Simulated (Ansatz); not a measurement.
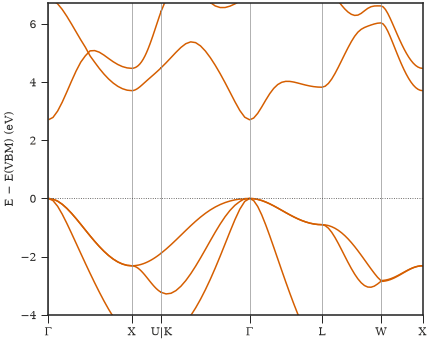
Figure. Band structure from DFT-r²SCAN in the program Ansatz with PAW potentials

Question: Read off the gap and where the band edges lie.

Answer: About 2.7 eV (2.70 eV by a search for the band edges); maximum at Γ, minimum at Γ.

Question: Which of these materials gives this?
A. ZnS, zinc blende
B. BAs, zinc blende
C. SrO, rock salt

Answer: A, ZnS, zinc blende

Space group F-43m (zinc blende). The r²SCAN relaxation kept the symmetry of its start.

Potentials: the later of the program's two PAW sets.
